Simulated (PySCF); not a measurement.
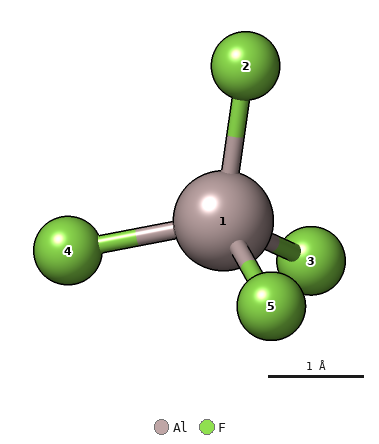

The structure as given in the input (ball-and-stick view, seen at a tilt; atoms are numbered from 1 in the order of the input). Sticks mark near contacts.

# Geometry relaxation of AlF4

AlF4, multiplicity 2, computed with PBE0-D3(BJ)/def2-SVP geometry optimisation, gas phase (PySCF 2.14.0).

**Log**
```
step   0  E = -641.03147271  max force = 0.018698
step   1  E = -641.03340878  max force = 0.003513
step   2  E = -641.03350285  max force = 0.003628
step   3  E = -641.03375142  max force = 0.004574
step   4  E = -641.03405107  max force = 0.010925
step   5  E = -641.03444983  max force = 0.006914
step   6  E = -641.03528549  max force = 0.007703
step   7  E = -641.03578925  max force = 0.008271
step   8  E = -641.03634031  max force = 0.042588
step   9  E = -641.04115103  max force = 0.034888
step  10  E = -641.04503931  max force = 0.022919
step  11  E = -641.04323801  max force = 0.036593
step  12  E = -641.04895212  max force = 0.006207
step  13  E = -641.04991937  max force = 0.005681
step  14  E = -641.05092001  max force = 0.005926
step  15  E = -641.05105703  max force = 0.002700
step  16  E = -641.05112863  max force = 0.000667
step  17  E = -641.05114158  max force = 0.000684
step  18  E = -641.05117154  max force = 0.001006
step  19  E = -641.05118572  max force = 0.001171
step  20  E = -641.05120130  max force = 0.000793
step  21  E = -641.05120546  max force = 0.000512
step  22  E = -641.05120903  max force = 0.000204
optimisation converged
```

**Trajectory as extended XYZ (Å, eV, eV/Å), 23 frames, from step=0 to step=22**
```
5
Properties=species:S:1:pos:R:3:forces:R:3 step=0 energy=-17443.35486
Al    0.0205   -0.0255    0.0042   -0.2272   0.4950  -0.5099
F    -0.8311   -1.3919   -0.4461   -0.4374  -0.4422  -0.1473
F    -1.1058    1.2598    0.1719    0.0194  -0.0513  -0.2026
F     1.1497    0.3851   -1.1914    0.0688   0.1955  -0.1017
F     0.7917   -0.2643    1.4406    0.5764  -0.1970   0.9615
5
Properties=species:S:1:pos:R:3:forces:R:3 step=1 energy=-17443.40754
Al    0.0308   -0.0340    0.0146    0.1806  -0.1491   0.1465
F    -0.9117   -1.3904   -0.3903    0.0780   0.1250  -0.0027
F    -1.1169    1.2364    0.0393   -0.0148   0.0064  -0.0088
F     1.1662    0.4822   -1.1438   -0.1109  -0.0346   0.0324
F     0.8565   -0.3310    1.4594   -0.1330   0.0524  -0.1674
5
Properties=species:S:1:pos:R:3:forces:R:3 step=2 energy=-17443.41010
Al    0.0344   -0.0355    0.0175    0.1866  -0.1237   0.1492
F    -0.9053   -1.3877   -0.3925    0.0099   0.0477  -0.0269
F    -1.1170    1.2321    0.0382   -0.0444   0.0356  -0.0145
F     1.1603    0.4812   -1.1456   -0.0615  -0.0006  -0.0184
F     0.8526   -0.3270    1.4616   -0.0906   0.0410  -0.0895
5
Properties=species:S:1:pos:R:3:forces:R:3 step=3 energy=-17443.41686
Al    0.0533   -0.0447    0.0310    0.2352  -0.0633   0.1717
F    -0.8839   -1.3796   -0.4051   -0.1792  -0.1460  -0.0953
F    -1.1190    1.2120    0.0287   -0.1189   0.0973  -0.0439
F     1.1384    0.4837   -1.1552    0.0495   0.0926  -0.1392
F     0.8362   -0.3081    1.4799    0.0134   0.0194   0.1068
5
Properties=species:S:1:pos:R:3:forces:R:3 step=4 energy=-17443.42502
Al    0.1033   -0.0700    0.0633    0.2065   0.0678   0.0164
F    -0.8433   -1.3616   -0.4347   -0.4741  -0.4396  -0.1957
F    -1.1224    1.1582   -0.0047   -0.2401   0.1750  -0.0855
F     1.0912    0.4972   -1.1738    0.2253   0.2319  -0.2969
F     0.7961   -0.2606    1.5291    0.2825  -0.0350   0.5618
5
Properties=species:S:1:pos:R:3:forces:R:3 step=5 energy=-17443.43587
Al    0.1006   -0.0699    0.0599    0.2707   0.0033   0.1212
F    -0.8567   -1.3649   -0.4314   -0.3555  -0.2901  -0.1409
F    -1.1241    1.1612   -0.0034   -0.1968   0.1268  -0.0766
F     1.0970    0.5026   -1.1742    0.1373   0.1698  -0.2035
F     0.8082   -0.2658    1.5284    0.1444  -0.0097   0.2998
5
Properties=species:S:1:pos:R:3:forces:R:3 step=6 energy=-17443.45861
Al    0.1576   -0.1043    0.0813    0.1052   0.1479  -0.3961
F    -0.8837   -1.3467   -0.4445   -0.0464   0.0813   0.1097
F    -1.1338    1.0959   -0.0426   -0.1548  -0.0547   0.0038
F     1.0635    0.5525   -1.1927    0.0107  -0.0985   0.2305
F     0.8214   -0.2342    1.5777    0.0853  -0.0760   0.0521
5
Properties=species:S:1:pos:R:3:forces:R:3 step=7 energy=-17443.47231
Al    0.1559   -0.0971    0.0709    0.4253   0.2536  -0.1995
F    -0.9109   -1.3349   -0.4315   -0.0752   0.1683   0.0859
F    -1.1501    1.0915   -0.0385   -0.1672  -0.1742   0.0307
F     1.0859    0.5577   -1.1863   -0.0864  -0.2015   0.2839
F     0.8440   -0.2540    1.5646   -0.0965  -0.0462  -0.2010
5
Properties=species:S:1:pos:R:3:forces:R:3 step=8 energy=-17443.48731
Al    0.1937    0.0019   -0.0383    2.1900  -0.2555   1.9265
F    -1.2152   -1.0737   -0.2128    0.1742   0.2385  -0.2345
F    -1.3761    0.9154   -0.0475    0.4946  -0.3518   0.0865
F     1.3290    0.6175   -1.1089   -1.1051  -0.3615   0.1623
F     1.0935   -0.4979    1.3867   -1.7536   0.7302  -1.9409
5
Properties=species:S:1:pos:R:3:forces:R:3 step=9 energy=-17443.61821
Al    0.1844   -0.0496    0.0132    1.7940   0.4685   0.6288
F    -1.0809   -1.2006   -0.3310   -0.2056   0.6025  -0.0674
F    -1.2606    1.0104   -0.0184   -0.0964  -0.7854   0.0642
F     1.2033    0.5945   -1.1526   -0.6233  -0.4927   0.3453
F     0.9787   -0.3914    1.4681   -0.8688   0.2071  -0.9710
5
Properties=species:S:1:pos:R:3:forces:R:3 step=10 energy=-17443.72402
Al    0.2317   -0.0687    0.0245    1.1785   0.6153   0.5892
F    -1.0979   -1.1486   -0.3283   -0.0794   0.4076  -0.0566
F    -1.2718    0.9344   -0.0522   -0.0668  -0.6434   0.1690
F     1.1706    0.6381   -1.1580   -0.3008  -0.5287   0.2686
F     0.9923   -0.3920    1.4932   -0.7316   0.1492  -0.9702
5
Properties=species:S:1:pos:R:3:forces:R:3 step=11 energy=-17443.67501
Al    0.2940   -0.0148    0.0393   -0.1844   0.1970   0.6057
F    -1.1155   -1.0053   -0.2938    0.1180  -1.8817  -0.3861
F    -1.3464    0.7787   -0.0714    0.1366   1.5093   0.4960
F     1.1779    0.6407   -1.1695    0.2502  -0.0137  -0.2941
F     1.0148   -0.4361    1.4746   -0.3204   0.1891  -0.4216
5
Properties=species:S:1:pos:R:3:forces:R:3 step=12 energy=-17443.83049
Al    0.2692   -0.0099    0.0396   -0.1442   0.2077   0.3192
F    -1.0764   -1.0794   -0.3260   -0.0937  -0.1914  -0.1607
F    -1.3335    0.8541   -0.0284    0.2845  -0.1371   0.2520
F     1.1722    0.6198   -1.1727    0.1788  -0.0094  -0.2603
F     0.9935   -0.4214    1.4667   -0.2254   0.1302  -0.1502
5
Properties=species:S:1:pos:R:3:forces:R:3 step=13 energy=-17443.85681
Al    0.2681   -0.0004    0.0426   -0.0410   0.2922  -0.0855
F    -1.0560   -1.0852   -0.3553   -0.1673  -0.1500  -0.1383
F    -1.3269    0.8481    0.0110    0.1797  -0.1426   0.1893
F     1.1712    0.5976   -1.1931    0.0780  -0.0542  -0.0867
F     0.9685   -0.3968    1.4742   -0.0495   0.0548   0.1211
5
Properties=species:S:1:pos:R:3:forces:R:3 step=14 energy=-17443.88404
Al    0.2647    0.0192    0.0350    0.2538   0.1558  -0.3047
F    -1.0333   -1.0948   -0.4161   -0.1498  -0.0069  -0.0405
F    -1.3144    0.8243    0.1021   -0.1032  -0.0601   0.0183
F     1.1791    0.5493   -1.2320   -0.0815  -0.0807   0.1273
F     0.9289   -0.3347    1.4903    0.0807  -0.0081   0.1995
5
Properties=species:S:1:pos:R:3:forces:R:3 step=15 energy=-17443.88777
Al    0.2670    0.0239    0.0315    0.1388   0.0383  -0.1149
F    -1.0351   -1.0941   -0.4225   -0.0786   0.0247  -0.0113
F    -1.3187    0.8152    0.1151   -0.0692  -0.0421  -0.0037
F     1.1807    0.5372   -1.2381   -0.0306  -0.0316   0.0424
F     0.9311   -0.3191    1.4933    0.0396   0.0107   0.0876
5
Properties=species:S:1:pos:R:3:forces:R:3 step=16 energy=-17443.88972
Al    0.2715    0.0246    0.0289   -0.0138  -0.0304   0.0343
F    -1.0393   -1.0939   -0.4231    0.0143   0.0310   0.0169
F    -1.3245    0.8036    0.1214   -0.0048  -0.0161  -0.0101
F     1.1796    0.5233   -1.2469    0.0100  -0.0056  -0.0119
F     0.9377   -0.2944    1.4989   -0.0057   0.0211  -0.0292
5
Properties=species:S:1:pos:R:3:forces:R:3 step=17 energy=-17443.89007
Al    0.2722    0.0247    0.0286   -0.0352  -0.0281   0.0334
F    -1.0392   -1.0954   -0.4182    0.0233   0.0131   0.0172
F    -1.3264    0.8001    0.1200    0.0045   0.0000  -0.0079
F     1.1782    0.5153   -1.2516    0.0127  -0.0030  -0.0127
F     0.9401   -0.2816    1.5004   -0.0054   0.0181  -0.0299
5
Properties=species:S:1:pos:R:3:forces:R:3 step=18 energy=-17443.89089
Al    0.2730    0.0248    0.0272   -0.0517   0.0010   0.0038
F    -1.0374   -1.1053   -0.3916    0.0313  -0.0460   0.0135
F    -1.3329    0.7904    0.1091    0.0183   0.0450  -0.0028
F     1.1731    0.4825   -1.2694    0.0053  -0.0005   0.0021
F     0.9491   -0.2293    1.5039   -0.0032   0.0005  -0.0167
5
Properties=species:S:1:pos:R:3:forces:R:3 step=19 energy=-17443.89127
Al    0.2718    0.0252    0.0263   -0.0321   0.0192  -0.0121
F    -1.0354   -1.1129   -0.3728    0.0158  -0.0602   0.0066
F    -1.3357    0.7892    0.0985    0.0191   0.0463  -0.0012
F     1.1710    0.4669   -1.2765   -0.0005   0.0015   0.0034
F     0.9532   -0.2052    1.5037   -0.0023  -0.0068   0.0033
5
Properties=species:S:1:pos:R:3:forces:R:3 step=20 energy=-17443.89170
Al    0.2688    0.0260    0.0252    0.0262   0.0381  -0.0268
F    -1.0314   -1.1253   -0.3471   -0.0195  -0.0408  -0.0043
F    -1.3372    0.7930    0.0799    0.0076   0.0122  -0.0016
F     1.1697    0.4521   -1.2818   -0.0120  -0.0013   0.0038
F     0.9550   -0.1826    1.5030   -0.0023  -0.0082   0.0288
5
Properties=species:S:1:pos:R:3:forces:R:3 step=21 energy=-17443.89181
Al    0.2687    0.0268    0.0252    0.0250   0.0263  -0.0121
F    -1.0296   -1.1283   -0.3450   -0.0178  -0.0185  -0.0019
F    -1.3366    0.7940    0.0763    0.0028  -0.0023  -0.0040
F     1.1701    0.4513   -1.2819   -0.0072  -0.0005   0.0009
F     0.9524   -0.1806    1.5047   -0.0027  -0.0050   0.0172
5
Properties=species:S:1:pos:R:3:forces:R:3 step=22 energy=-17443.89191
Al    0.2692    0.0282    0.0254    0.0080   0.0074   0.0075
F    -1.0273   -1.1316   -0.3428   -0.0078   0.0018   0.0007
F    -1.3366    0.7935    0.0710    0.0019  -0.0105  -0.0045
F     1.1708    0.4502   -1.2819    0.0012   0.0018  -0.0033
F     0.9489   -0.1772    1.5075   -0.0033  -0.0005  -0.0003
```

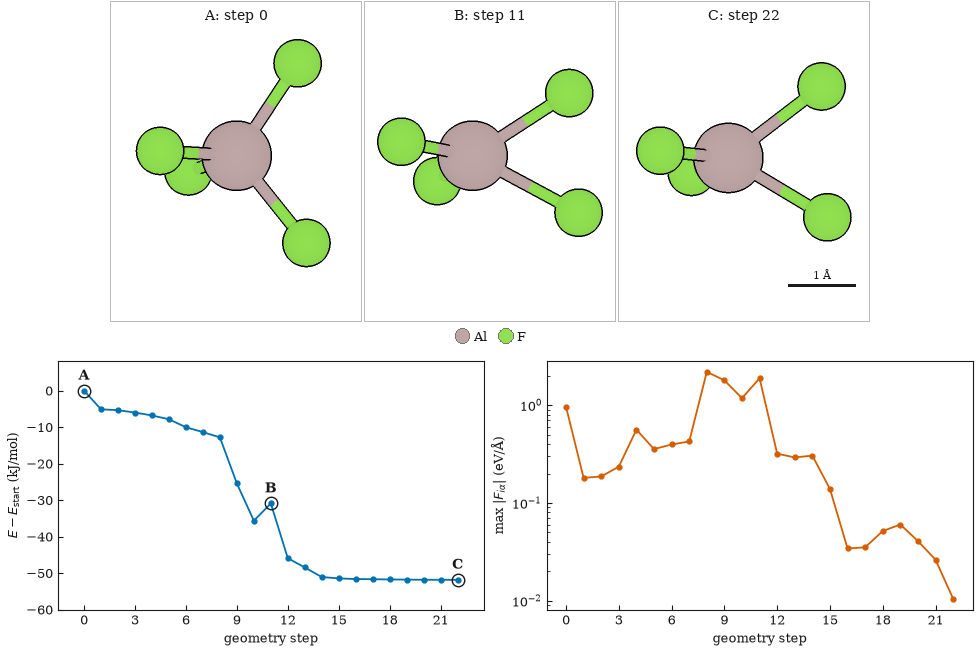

Frames of the relaxation (ball-and-stick view, seen at a tilt) above the curves, on which the letters mark them (steps are counted from 0).

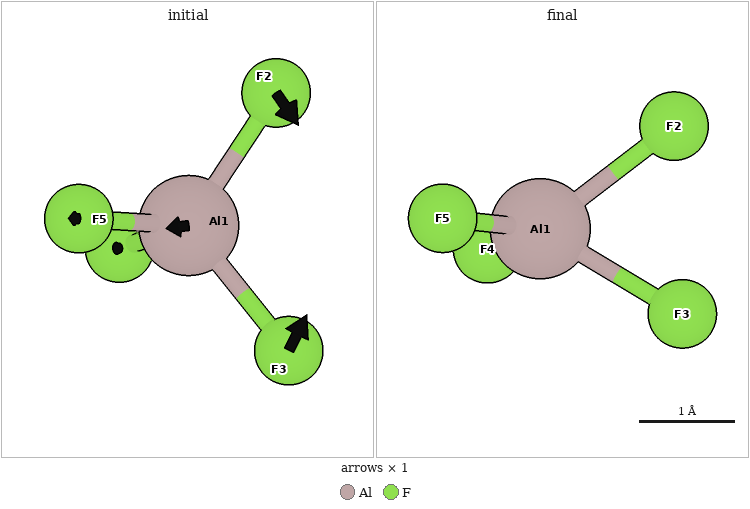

Before (left) and after (right) the relaxation, at one scale (ball-and-stick view, seen at a tilt). The black arrows give the displacements, at true length. The largest moves after the best rigid fit, 0.43 Å, are those of F2 and F3. By element the largest moves are F 0.43 Å, Al 0.25 Å. Distances before and after: Al1–F2 1.672 → 1.778 Å, Al1–F3 1.717 → 1.779 Å, Al1–F4 1.695 → 1.643 Å, Al1–F5 1.648 → 1.643 Å. Among the angles that change: F2–Al1–F3 107.7° → 68.2°, F4–Al1–F5 109.8° → 121.5°, F3–Al1–F4 108.9° → 113.9°. The energy falls by 51.8 kJ/mol in 22 geometry steps. The largest force component goes from 0.96 to 0.011 eV/Å. (Atoms are counted from 1 in the order of the input.)

The run was set up as follows.

**Input**
```
{"job": {"xc": "PBE0", "basis": "def2-SVP", "d3": "d3bj", "grid": 2, "kind": "geom", "shake": 0.01}, "charge": 0, "multiplicity": 2}
Al     0.020516    -0.025497     0.004232
F     -0.831139    -1.391940    -0.446081
F     -1.105852     1.259785     0.171953
F      1.149693     0.385144    -1.191446
F      0.791731    -0.264317     1.440637
```

The first line tells a small driver script what to run in PySCF; the rest is the geometry in Å.

Command:
```bash
OMP_NUM_THREADS=1 python <driver script> task.json out
```

**Key numbers**

| quantity | value |
| --- | --- |
| outcome | converged |
| total energy | −641.051209 hartree |
| ⟨S²⟩ | 0.755 |
| dipole moment | 0.81 D |
| point group | C2v |
| hardware | 1 CPU thread, shared host |
| wall time | 1.8 min |
| peak memory | 0.37 GiB |
